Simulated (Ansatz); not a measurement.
# C₃H₆ClFO: small, medium and large basis sets

How large a basis does C₃H₆ClFO need? Two functionals are run in growing sets.

Computed with Ansatz 0.2.0, Gaussian basis. Level: one geometry, several basis sets.

Plan: PBE0-D4/def2-SVP; ωB97M-V/def2-SVP; PBE0-D4/def2-QZVPP; ωB97M-V/def2-QZVPP; the functionals' def2-TZVPP values are taken from earlier runs.

### Step 1. The relaxed structure

An earlier PBE0-D4 in a triple-zeta def2 set relaxation fixed the geometry.

SMILES `CC(Cl)OCF`, 12 atoms, charge 0, spin multiplicity 1.

Atoms are counted from 1 here; the program's logs count them from 0.

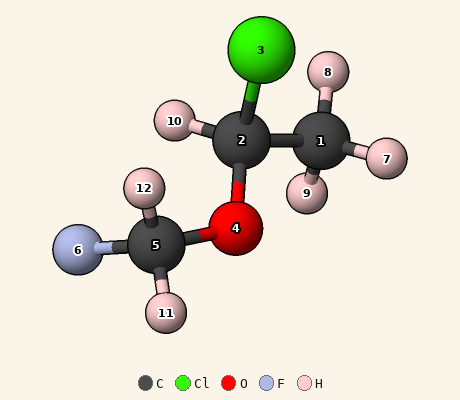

The geometry (carbon dark grey, chlorine green, oxygen red, fluorine light blue, hydrogen pink); atoms are numbered from 1 in the order of the file.

### Step 2. PBE0-D4 in def2-SVP

The input, in.yaml:

```yaml
crystal:
  periodic: [false, false, false]
  atoms:
    - {symbol: C, position_ang: [-1.553445, -0.426606, -0.774746]}
    - {symbol: C, position_ang: [-0.352871, -0.400825, 0.123441]}
    - {symbol: Cl, position_ang: [-0.885659, -0.403637, 1.861563]}
    - {symbol: O, position_ang: [0.388635, 0.738778, -0.158232]}
    - {symbol: C, position_ang: [1.640500, 0.795198, 0.414893]}
    - {symbol: F, position_ang: [2.472606, -0.145582, -0.148093]}
    - {symbol: H, position_ang: [-2.150559, 0.473331, -0.624949]}
    - {symbol: H, position_ang: [-2.165693, -1.302061, -0.562988]}
    - {symbol: H, position_ang: [-1.219486, -0.462845, -1.813852]}
    - {symbol: H, position_ang: [0.259507, -1.298945, 0.032289]}
    - {symbol: H, position_ang: [2.042853, 1.783917, 0.194696]}
    - {symbol: H, position_ang: [1.600511, 0.594277, 1.489876]}
basis:
  gaussian: {orbitals: def2-SVP}
hamiltonian: {xc: pbe0, dispersion: d4}
output: {orbitals: {seedname: orbitals}}
```

Started as:

```
$ ansatz run in.yaml --threads 4 --pin off --events-out ev --progress --plain --max-ram 10444MiB
```

Standard output:

```text
Functional definition: PBE0
  name "PBE0"
  cite "Adamo & Barone, J. Chem. Phys. 110, 6158 (1999) doi:10.1063/1.478522"
  cite "Perdew, Burke & Ernzerhof, Phys. Rev. Lett. 77, 3865 (1996) doi:10.1103/PhysRevLett.77.3865"
  parent pbe
  parameter a = 0.25
  parameter kappa = 0.804
  parameter beta = 0.06672455060314922
  exchange = (1 - a)*pbe_x(kappa = kappa, mu = beta*pi^2/3) + a*exact_x
  correlation = pbe_c(beta = beta)
1326 factors; their error is unknown
mean field evaluation 1: about -20468.6427 eV, gradient 4.4e1 eV
mean field evaluation 2: about -20467.5932 eV, gradient 4.9e1 eV
mean field evaluation 4: about -20472.7675 eV, gradient 2.2e0 eV
mean field evaluation 8: about -20472.7707 eV, gradient 3.4e-2 eV
mean field evaluation 16: about -20472.8166 eV, gradient 6.4e-5 eV
mean field -20472.81659670 eV, -752.3621329553 hartree, gradient 6.4e-5 eV, S^2 0.000000; 0 other end points of the search recorded, 0 dependent functions left out
reference -20472.81662206 eV, -752.3621338873 hartree; 29, 29 occupied and 89, 89 virtual orbitals, 1326 factors
Total energy: -20473.01989640 eV, -752.3696040816 hartree
```

Run time: 0.65 s. Hardware: 4 threads of Intel Xeon 6975P-C, shared host.

### Step 3. ωB97M-V in def2-SVP

in.yaml: that of step 2 with these lines changed.

```diff
@@ -17,3 +17,3 @@
   gaussian: {orbitals: def2-SVP}
-hamiltonian: {xc: pbe0, dispersion: d4}
+hamiltonian: {xc: {name: wB97M-V}}
 output: {orbitals: {seedname: orbitals}}
```

The command is unchanged.

Standard output, cut to the lines that bear on the results:

```text
Functional definition: wB97M-V
  name "wB97M-V"
  cite "Mardirossian & Head-Gordon, J. Chem. Phys. 144, 214110 (2016) doi:10.1063/1.4952647"
  cite "Becke, J. Chem. Phys. 107, 8554 (1997) doi:10.1063/1.475007"
  cite "Vydrov & Van Voorhis, J. Chem. Phys. 133, 244103 (2010) doi:10.1063/1.3521275"
  # Of w^i u^j: cxij and so on, Table III.
[...]
  gx(w, u) = 1 - cx + cx01*u + cx10*w
  gss(w, u) = css00 + css04*u^4 + css10*w + css20*w^2 + css43*w^4*u^3
  gos(w, u) = cos00 + cos10*w + (cos20 + cos21*u)*w^2 + (cos60 + cos61*u)*w^6
[...]
      + integral(e_c_pw_mod_opposite_spin*gos(b97_w_opposite, b97_u_opposite)) + vv10(b, c)
1319 factors; their error is unknown
287 factors; integrals over basis functions are off by at most 6.5e-6 eV
[...]
mean field -20481.80276010 eV, -752.6923683693 hartree, gradient 2.0e-5 eV, S^2 0.000000; 0 other end points of the search recorded, 0 dependent functions left out
reference -20481.80279744 eV, -752.6923697415 hartree; 29, 29 occupied and 89, 89 virtual orbitals, 1319 factors
Total energy: -20481.80279744 eV, -752.6923697415 hartree
```

It took 2 s on 4 threads of Intel Xeon 6975P-C, shared host.

### Step 4. PBE0-D4 in def2-QZVPP

in.yaml: that of step 3 with these lines changed.

```diff
@@ -16,4 +16,4 @@
 basis:
-  gaussian: {orbitals: def2-SVP}
-hamiltonian: {xc: {name: wB97M-V}}
+  gaussian: {orbitals: "def2-QZVPP.json"}
+hamiltonian: {xc: pbe0, dispersion: d4}
 output: {orbitals: {seedname: orbitals}}
```

Launched as before.

Standard output:

```text
Functional definition: PBE0
  name "PBE0"
  cite "Adamo & Barone, J. Chem. Phys. 110, 6158 (1999) doi:10.1063/1.478522"
  cite "Perdew, Burke & Ernzerhof, Phys. Rev. Lett. 77, 3865 (1996) doi:10.1103/PhysRevLett.77.3865"
  parent pbe
  parameter a = 0.25
  parameter kappa = 0.804
  parameter beta = 0.06672455060314922
  exchange = (1 - a)*pbe_x(kappa = kappa, mu = beta*pi^2/3) + a*exact_x
  correlation = pbe_c(beta = beta)
1628 factors; their error is unknown
mean field evaluation 1: about -20480.3713 eV, gradient 5.8e1 eV
mean field evaluation 2: about -20476.4946 eV, gradient 7.1e1 eV
mean field evaluation 4: about -20487.2285 eV, gradient 3.9e0 eV
mean field evaluation 8: about -20487.2591 eV, gradient 5.5e-1 eV
mean field evaluation 16: about -20487.2594 eV, gradient 7.0e-5 eV
mean field -20487.25939821 eV, -752.8928961212 hartree, gradient 7.0e-5 eV, S^2 0.000000; 0 other end points of the search recorded, 0 dependent functions left out
reference -20487.25943560 eV, -752.8928974952 hartree; 29, 29 occupied and 506, 506 virtual orbitals, 1628 factors
Total energy: -20487.46270994 eV, -752.9003676895 hartree
```

Run time: 6 s. Hardware: 4 threads of Intel Xeon 6975P-C, shared host; peak memory 2.2 GiB.

### Step 5. ωB97M-V in def2-QZVPP

in.yaml: that of step 4 with these lines changed.

```diff
@@ -17,3 +17,3 @@
   gaussian: {orbitals: "def2-QZVPP.json"}
-hamiltonian: {xc: pbe0, dispersion: d4}
+hamiltonian: {xc: {name: wB97M-V}}
 output: {orbitals: {seedname: orbitals}}
```

Same command.

Standard output, cut to the lines that bear on the results:

```text
Functional definition: wB97M-V
  name "wB97M-V"
  cite "Mardirossian & Head-Gordon, J. Chem. Phys. 144, 214110 (2016) doi:10.1063/1.4952647"
  cite "Becke, J. Chem. Phys. 107, 8554 (1997) doi:10.1063/1.475007"
  cite "Vydrov & Van Voorhis, J. Chem. Phys. 133, 244103 (2010) doi:10.1063/1.3521275"
  # Of w^i u^j: cxij and so on, Table III.
[...]
  gx(w, u) = 1 - cx + cx01*u + cx10*w
  gss(w, u) = css00 + css04*u^4 + css10*w + css20*w^2 + css43*w^4*u^3
  gos(w, u) = cos00 + cos10*w + (cos20 + cos21*u)*w^2 + (cos60 + cos61*u)*w^6
[...]
      + integral(e_c_pw_mod_opposite_spin*gos(b97_w_opposite, b97_u_opposite)) + vv10(b, c)
1612 factors; their error is unknown
380 factors; integrals over basis functions are off by at most 1.9e-5 eV
[...]
mean field -20496.48769439 eV, -753.2320297506 hartree, gradient 3.1e-5 eV, S^2 0.000000; 0 other end points of the search recorded, 0 dependent functions left out
reference -20496.48775247 eV, -753.2320318850 hartree; 29, 29 occupied and 506, 506 virtual orbitals, 1612 factors
Total energy: -20496.48775247 eV, -753.2320318850 hartree
```

Run time: 12 s. Hardware: 4 threads of Intel Xeon 6975P-C, shared host; peak memory 2.6 GiB.

### Step 6. Functionals by basis

The def2-TZVPP values come from earlier runs at the same geometry.

| functional | basis | functions | energy (eV) | from the largest (eV) | HOMO (eV) | LUMO (eV) |
| --- | --- | --- | --- | --- | --- | --- |
| PBE0-D4 | def2-SVP | 118 | -20473.0199 | 14.443 | -8.39 | 1.18 |
| PBE0-D4 | def2-TZVPP | 281 | -20486.6651 | 0.798 | -8.56 | 0.69 |
| PBE0-D4 | def2-QZVPP | 535 | -20487.4627 | 0.000 | -8.60 | 0.45 |
| ωB97M-V | def2-SVP | 118 | -20481.8028 | 14.685 | -10.69 | 3.41 |
| ωB97M-V | def2-TZVPP | 281 | -20495.7169 | 0.771 | -10.89 | 2.75 |
| ωB97M-V | def2-QZVPP | 535 | -20496.4878 | 0.000 | -10.94 | 2.02 |

### Step 7. Results

```
                                       quantity           value
PBE0-D4: double and triple zeta above quadruple  14.44, 0.80 eV
ωB97M-V: double and triple zeta above quadruple  14.68, 0.77 eV
```

What this shows: For PBE0-D4 the step from double to triple zeta gains 13.65 eV and the next only 0.80 eV. Total energies overstate the basis error of differences, where much of it tends to cancel. The LUMO of ωB97M-V is positive and keeps falling with the basis (3.41 to 2.02 eV): an unbound level that the basis holds in place.

For PBE0-D4 the largest set took about 9 times as long as the smallest (6 s against 0.65 s).
